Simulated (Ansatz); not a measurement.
# How Pd(110) screens a field, part 2 of 2

Where does the screening charge of Pd(110) sit?

Ansatz 0.2.0; plane-wave DFT, LDA, Ansatz PAW (set soft_1); PAW set soft_1 (the session's first sound run).

So far. Step 6 (Atoms held, field -0.1 V/Å): The dipole is -0.0652 e·Å. Step 7 (Single point, field 0.2 V/Å): The dipole is 0.130 e·Å.

### 8. Single point, field -0.2 V/Å

input.yaml reads:

```yaml
crystal:
  lattice:
    - [3.89, 0.0, 0.0]
    - [0.0, 2.7506453788, 0.0]
    - [0.0, 0.0, 26.2519361364]
  atoms:
    - { symbol: Pd, position: [0.0, 0.0, 0.3428318564] }
    - { symbol: Pd, position: [0.5, 0.5, 0.3952212376] }
    - { symbol: Pd, position: [0.0, 0.0, 0.4476106188] }
    - { symbol: Pd, position: [0.5, 0.5, 0.5] }
    - { symbol: Pd, position: [0.0, 0.0, 0.5523893812] }
    - { symbol: Pd, position: [0.5, 0.5, 0.6047787624] }
    - { symbol: Pd, position: [0.0, 0.0, 0.6571681436] }
kpoints:
  mp_grid: { grid: [14, 18, 1] }
hamiltonian:
  xc: lda
  pseudopotentials: { kind: paw, azcp: { folder: soft_1 }, xc_functional: pbe }
scf:
  occupations: { method: fermi_dirac, width: 0.1 }
  convergence: { dr2_threshold: 1.0e-10 }
efield:
  axis: 3
  dipole_correction: true
  ramp_position: 0.9653
  ramp_width: 0.0693
  amplitude: -0.2
output:
  forces: true
  write_potential: true
  write_density: true
  volumetric_format: npy
```

Run with:

```console
$ ansatz run input.yaml --threads 4 --pin off --max-ram 6144MiB --backend cpu --events-out ev --progress --plain --runs-dir out
```

Numbers of over 12 decimals in the logs are rounded to 6 here.

The log of the run:

```text
[...]
Crystal: 7 atoms, lattice volume = 280.896 Å³
Basis set: ecut = 420 eV, 5495 PW (Γ)
Bands: 76, of which v1, the nominal top of the filled ones, is band 63 counted from 1 (62 counted from 0)
Symmetry: 4 space group operations
k-points: 80 of 252
[...]
k-point 0: bands = [... 59 lower, 3.3471, 3.3636, 3.3859, 3.6451, 3.6537, 3.8188, 4.0086, 4.3950, ... 9 higher]
  k-point 1: bands = [... 59 lower, 3.2466, 3.4431, 3.4642, 3.5184, 3.5994, 3.8970, 3.9160, 4.4411, ... 9 higher]
  k-point 2: bands = [... 59 lower, 3.1065, 3.4108, 3.4580, 3.4726, 3.5475, 3.7722, 4.0005, 4.5721, ... 9 higher]
  k-point 79: bands = [... 59 lower, 3.7547, 3.8250, 3.9133, 3.9348, 5.6160, 5.7533, 7.5582, 7.8343, ... 9 higher]
[key lines of the parts left out:]
SCF converged after 17 iterations
Free energy (F): -47909.453518 eV
Fermi energy:    3.767991 eV
Dipole field:    D = -0.084037 V/Å  (p = -0.130454 e·Å, saw-weighted, corrected)
```

Wall time 2.3 min (4 threads of Arm Neoverse N1, shared host); peak memory 1.4 GiB; 9.3 min of CPU time.

The dipole is -0.130 e·Å.

### 9. Single point, field 0.4 V/Å

input.yaml, as its differences from that of step 8:

```diff
@@ -24,5 +24,5 @@
   dipole_correction: true
-  ramp_position: 0.9653
-  ramp_width: 0.0693
-  amplitude: -0.2
+  ramp_position: 0.9272
+  ramp_width: 0.1455
+  amplitude: 0.4
 output:
@@ -32 +32,2 @@
   volumetric_format: npy
+  elf: true
```

The log of the run:

```text
[...]
Crystal: 7 atoms, lattice volume = 280.896 Å³
Basis set: ecut = 420 eV, 5495 PW (Γ)
Bands: 76, of which v1, the nominal top of the filled ones, is band 63 counted from 1 (62 counted from 0)
Symmetry: 4 space group operations
k-points: 80 of 252
[...]
k-point 0: bands = [... 59 lower, 3.3399, 3.3563, 3.3769, 3.6380, 3.6465, 3.8116, 4.0013, 4.3857, ... 9 higher]
  k-point 1: bands = [... 59 lower, 3.2391, 3.4359, 3.4557, 3.5113, 3.5922, 3.8898, 3.9088, 4.4317, ... 9 higher]
  k-point 2: bands = [... 59 lower, 3.0993, 3.4037, 3.4508, 3.4655, 3.5393, 3.7650, 3.9933, 4.5624, ... 9 higher]
  k-point 79: bands = [... 59 lower, 3.7475, 3.8177, 3.9060, 3.9278, 5.6091, 5.7462, 7.5513, 7.8273, ... 9 higher]
[key lines of the parts left out:]
SCF converged after 17 iterations
Free energy (F): -47909.492664 eV
Fermi energy:    3.760788 eV
Dipole field:    D = 0.168166 V/Å  (p = 0.261049 e·Å, saw-weighted, corrected)
```

Run time: 2.4 min. Hardware: 4 threads; peak memory 1.4 GiB; 9.5 min of CPU time.

Running mean over 1.375 Å of the planar mean, with the applied field; the ramp of the sawtooth is left out. The electron's electrostatic potential energy less the Fermi level by z:

| z (Å) | electron's electrostatic potential energy less the Fermi level (eV) |
| --- | --- |
| 4 | 3.81 |
| 6 | 4.59 |
| 8 | 1.18 |
| 10 | -8.59 |
| 12 | -8.85 |
| 14 | -8.85 |
| 16 | -8.67 |
| 18 | -1.21 |
| 20 | 5.77 |
| 22 | 6.60 |

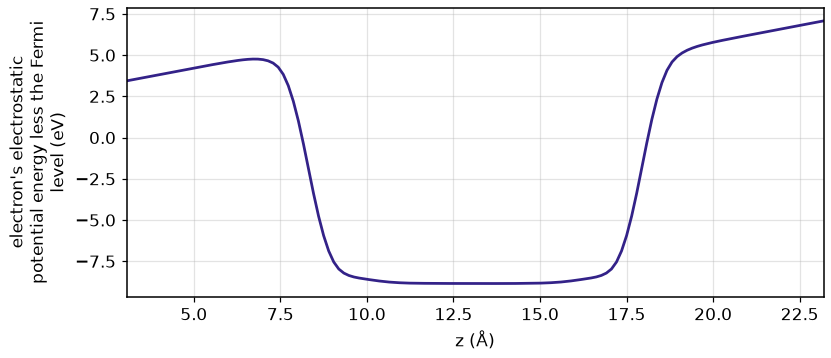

Electron's electrostatic potential energy less the Fermi level against z.

The dipole is 0.261 e·Å.

### 10. The response

This step: plane-wave DFT, LDA, Ansatz PAW (set soft_1); screening of a field by a metal slab; PAW set soft_1 (Ansatz 0.2.0).

The dipoles give the slope, and the difference of two potentials shows where the field is screened.

This step gave:

- equivalent conductor thickness p/(ε₀AE): 11.03 Å
- distance between the outer atoms: 8.252 Å
- inner field over outer field: -0.006391
- image plane, upper face: 1.321 Å
- induced electrons on the upper face over ε₀E: -1.012
- image plane, lower face: 1.321 Å
- induced electrons on the lower face over ε₀E: 1.012

The dipole of the cell by applied field:

```
applied field (V/Å)  dipole of the cell (e·Å)
             -0.200                    -0.130
             -0.100                   -0.0652
             -0.050                   -0.0326
              0.000                         0
              0.050                    0.0326
              0.100                    0.0652
              0.200                     0.130
              0.400                     0.261
```

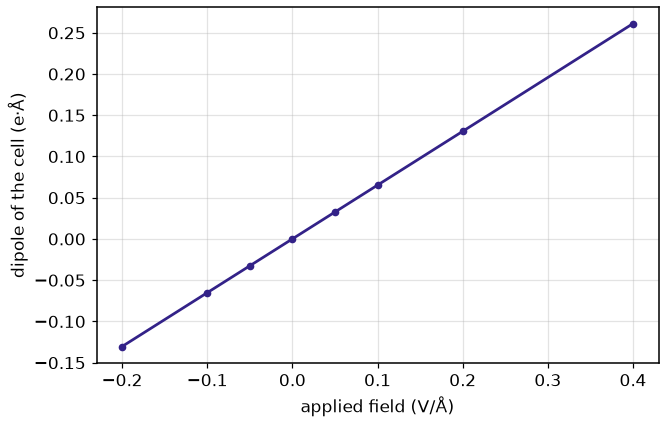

Dipole of the cell, plotted against applied field.

Local field over the applied field, running mean. From the potentials at -0.05 and 0.05 V/Å; running mean over 1.375 Å. Table of local field over applied field by z:

| z (Å) | local field over applied field |
| --- | --- |
| 5 | 0.996 |
| 6 | 0.969 |
| 7 | 0.810 |
| 8 | 0.327 |
| 9 | 0.00262 |
| 10 | -4.9e-4 |
| 11 | 0.00632 |
| 12 | 0.00411 |
| 13 | -0.00836 |
| 14 | 8.5e-4 |
| 15 | 0.00622 |
| 16 | 0.00310 |
| 17 | -0.00763 |
| 18 | 0.204 |
| 19 | 0.718 |
| 20 | 0.950 |
| 21 | 0.993 |
| 22 | 0.999 |

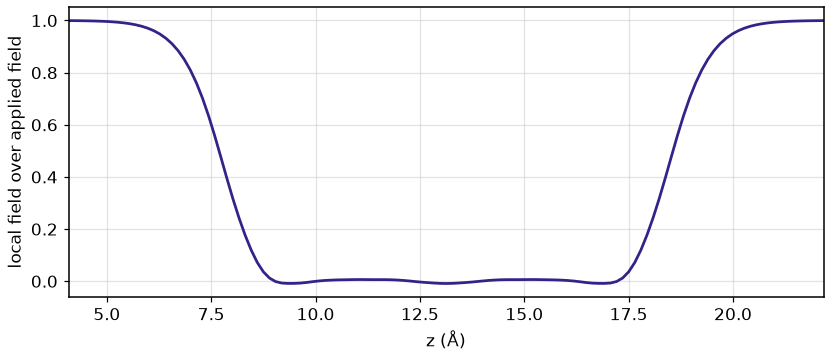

Local field over applied field against z.

Electrons, planar mean, per unit field. The induced electron density by z:

| z (Å) | induced electron density (e/Å³ per V/Å) |
| --- | --- |
| 6 | 2.6e-4 |
| 8 | 0.00414 |
| 10 | -1.3e-4 |
| 12 | 3.2e-6 |
| 14 | -9.2e-5 |
| 16 | 5.7e-5 |
| 18 | -0.00340 |
| 20 | -4.2e-4 |
| 22 | -6.5e-6 |

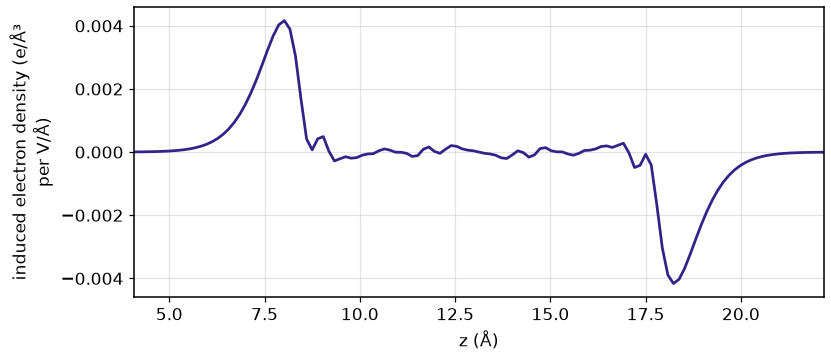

Induced electron density, plotted against z.

By hand: between -0.05 and 0.05 V/Å the dipole changes by 0.06522 e·Å, a slope of 0.6522 e·Å²/V. A perfect conductor of thickness t has p = ε₀AEt, so t = 180.95 × 0.6522 / 10.700 = 11.03 Å (e/ε₀ = 180.95 V·Å, A in Å²). Less the 8.25 Å between the outer atoms, and halved, that puts each image plane 1.39 Å out.

The induced dipole is that of a conductor 11.03 Å thick.

### 11. The same run with other settings

This step: plane-wave DFT, LDA, Ansatz PAW (set soft_1) (Ansatz 0.2.0).

A run with a changed input: it repeats the earlier run at 0.05 V/Å with scf.eigensolver.kind to davidson and basis.precision to f64.

input.yaml, as its differences from that of step 9:

```diff
@@ -21,2 +21,3 @@
   convergence: { dr2_threshold: 1.0e-10 }
+  eigensolver: { kind: davidson }
 efield:
@@ -24,5 +25,5 @@
   dipole_correction: true
-  ramp_position: 0.9272
-  ramp_width: 0.1455
-  amplitude: 0.4
+  ramp_position: 0.97
+  ramp_width: 0.06
+  amplitude: 0.05
 output:
@@ -32,2 +33,3 @@
   volumetric_format: npy
-  elf: true
+basis:
+  precision: f64
```

The log of the run:

```text
[...]
Crystal: 7 atoms, lattice volume = 280.896 Å³
Basis set: ecut = 420 eV, 5495 PW (Γ)
Bands: 76, of which v1, the nominal top of the filled ones, is band 63 counted from 1 (62 counted from 0)
Symmetry: 4 space group operations
k-points: 80 of 252
[...]
iter 1 solved again at ethr=3.78e-2 eV; its pass at ethr=1.00e-1 eV (dr2=4.76e1 eV) is discarded
[...]
SCF iter  17: F=-47909.441289 eV  HF=-47909.441289 eV  |F-HF|=1.82e-10  |Δ(HF+E_count)|=  1.16e-10  Δρ=1.17e-7  dr2=7.35e-11  ethr=2.58e-12 (applied; sched 1.00e-12)  p=0.033 e·Å  D=2.10e-2 V/Å  ΔV_dip=-0.55 eV  dr2_dipole=2.10e-13  V_vac-E_F(+/−)=5.54/4.90 eV  ⟨swp⟩=2.0  Hψ=11315  notcnv=0
the search or the solves at the SCF's close seem to have found levels that the self-consistency loop had missed (the run counts 3). By its estimate they hold under 1e-12 electrons; where the run keeps them, the occupations were computed again with them
SCF 1 converged in 17 iterations: F = -47909.441289 eV  dr2 = 7.35e-11
  Residual-converged pass: ⟨swp⟩=5.1  Hψ=22015  notcnv=0  max |occ|·‖R‖ = 9.7e-9 eV (tolerance 1.0e-8 eV)  dr2=6.85e-11  dr2_onsite=1.83e-12  max |Δocc| = 2.2e-9
[...]
SCF converged after 17 iterations
Free energy (F): -47909.441289 eV
[...]
Internal energy: -47908.958732 eV  (E = F + TS)
E sigma→0 (E₀):  -47909.200010 eV
Entropy (-TS):   -0.482557 eV (-68.937 meV/atom)
Fermi energy:    3.770508 eV
Dipole field:    D = 0.021005 V/Å  (p = 0.032607 e·Å, saw-weighted, corrected)
Work function:   not extracted (applied field tilts the vacuum); planar V_es + V_field profile in the machine report
[...]
--- Forces (eV/Å), atoms counted from 1 ---
  atom   1  Pd     0.00000000     0.00000000     0.94730764
  atom   2  Pd     0.00000000     0.00000000    -0.37597021
  atom   3  Pd     0.00000000     0.00000000    -0.07112080
  atom   4  Pd     0.00000000     0.00000000    -0.00050418
  atom   5  Pd     0.00000000     0.00000000     0.07450168
  atom   6  Pd     0.00000000     0.00000000     0.37441462
  atom   7  Pd     0.00000000     0.00000000    -0.94862924
  max |Σ_I F_I| component: 4.94e-7 eV/Å
--- Band table (eV; the first three rows and the last of 80) ---
  k-point 0: bands = [... 59 lower, 3.3496, 3.3661, 3.3889, 3.6476, 3.6562, 3.8214, 4.0111, 4.3981, ... 9 higher]
  k-point 1: bands = [... 59 lower, 3.2492, 3.4457, 3.4672, 3.5209, 3.6019, 3.8995, 3.9185, 4.4443, ... 9 higher]
  k-point 2: bands = [... 59 lower, 3.1090, 3.4133, 3.4605, 3.4751, 3.5504, 3.7747, 4.0030, 4.5753, ... 9 higher]
  k-point 79: bands = [... 59 lower, 3.7572, 3.8275, 3.9158, 3.9373, 5.6185, 5.7557, 7.5606, 7.8367, ... 9 higher]
```

It took 4.1 min on 4 threads; peak memory 1.1 GiB.

Numbers from this step:

| Quantity | Value |
| --- | --- |
| energy at zero smearing | -47909.2000 eV |
| dipole along the normal | 0.03261 e·Å |

Force by atom:

```csv
atom,x (eV/Å),y (eV/Å),z (eV/Å),size
Pd1,0.000,0.000,0.947,0.947
Pd2,0.000,0.000,-0.376,0.376
Pd3,0.000,0.000,-0.071,0.071
Pd4,0.000,0.000,-0.001,0.001
Pd5,0.000,0.000,0.075,0.075
Pd6,0.000,0.000,0.374,0.374
Pd7,0.000,0.000,-0.949,0.949
```

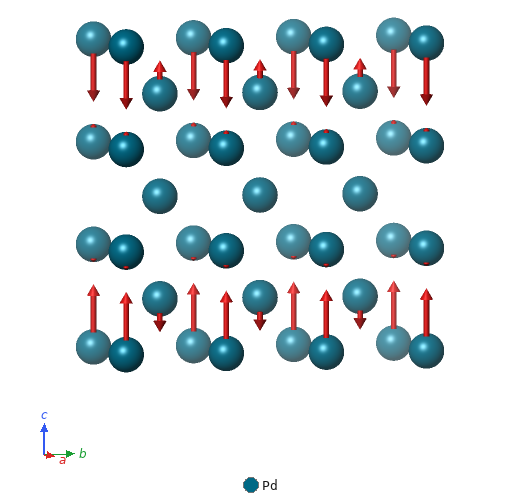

Force as arrows, the longest 0.949 eV/Å. 1×3×1 cells are drawn. Some periodic images of atoms are drawn too.

```
                     quantity  this run  earlier run  difference
dipole along the normal (e·Å)   0.03261      0.03261     -1.1e-6
```

The dipole moves by under 0.5 % or 5e-5 e·Å.

### 12. Varying the input

An input spoilt on purpose, to show how the run answers: it repeats the earlier run at 0.05 V/Å with efield.ramp_width from 0.06 to 0.9, and scf.max_iter set to 75.

input.yaml, as its differences from that of step 11:

```diff
@@ -21,3 +21,3 @@
   convergence: { dr2_threshold: 1.0e-10 }
-  eigensolver: { kind: davidson }
+  max_iter: 75
 efield:
@@ -26,3 +26,3 @@
   ramp_position: 0.97
-  ramp_width: 0.06
+  ramp_width: 0.9
   amplitude: 0.05
@@ -33,3 +33 @@
   volumetric_format: npy
-basis:
-  precision: f64
```

The log of the run:

```text
Engine: ansatz 0.2.0, aarch64-unknown-linux-gnu
Pseudopotentials: kind: paw
Pseudopotential: Pd, paw, valence charge 18, recommended cutoff 420 eV (normal), soft_1/Pd.paw.azcp
Functional definition: SPW92
  exchange = slater_x
  correlation = pw_c
Crystal: 7 atoms, lattice volume = 280.896 Å³
Basis set: ecut = 420 eV, 5495 PW (Γ)
Bands: 76, of which v1, the nominal top of the filled ones, is band 63 counted from 1 (62 counted from 0)
Symmetry: 4 space group operations
k-points: 80 of 252
Non-local potential: Pd, projectors of the file, l = 0: 2, l = 1: 2, l = 2: 2, l = 3: 1
PAW form: soft (Blöchl's): semilocal exchange-correlation on the pseudo side does not see the compensation charge
PAW frozen core: Pd, regenerated for the run's functional, and the local potential with it (the file was generated under x = pbe(κ = 0.804, μ = 0.219515), c = pbe(β = 0.066725))
PAW one-centre angular grid: Pd, 590 points (default); XC on 64 Gauss nodes
Initial density: superposition of atomic densities (neutral atoms: chi_scale 0, normalization atom, screened)
Initial wavefunctions: pseudopotential atomic-orbital guess
Functional: x = slater, c = lda
Error: efield: ion 0 (Pd) at fractional coordinate 0.3428 along the field axis lies inside the sawtooth ramp with 2 of the planes that the density is read on at each end, [0.9589, 0.8811] — the ramp must sit in vacuum (an ion there feels the fictitious reversed slope); set or move the ramp (efield.ramp_position / ramp_width) or move the geometry
```

Elapsed: 0.51 s, on 4 threads; peak memory 0.73 GiB.

The input was rejected at the start.

The program's message: “Error: efield: ion 0 (Pd) at fractional coordinate 0.3428 along the field axis lies inside the sawtooth ramp with 2 of the planes that the density is read on at each end, [0.9589, 0.8811] — the ramp m …”

The fault put into the input: a ramp so wide that it reaches the atoms.

### 13. What came out

- work function: 5.24 eV
- image plane, upper face: 1.32 Å
- induced electrons on the upper face over ε₀E: -1.01
- equivalent conductor thickness p/(ε₀AE): 11.0 Å
- inner field over outer field: -0.00639

**Reading.** The induced charge has its centre 1.32 Å outside the outermost atoms; this is the plane from which a capacitor's gap or an image potential counts. The equivalent conductor thickness exceeds the distance between the outer atoms by 2.78 Å, about the sum of the two image-plane distances. In the middle of the slab the field is screened to under 2 % of its outer value. The atoms are held at bulk positions with the tabulated experimental lattice constant.

[Logs are printed without paths, hosts, clocks, repeated set-up lines and the standing remarks that a program may print on its own settings, such as how far it seeks lower states.]

[Hosts, paths, dates, database ids (printed as entryN), source tags and the programs' standing remarks are cut or masked in the printed files.]

[Maps of the electrostatic potential energy from Ansatz leave out the sawtooth potential of an applied field or a dipole correction, so their vacuum need not be flat; planar profiles and work functions include it.]
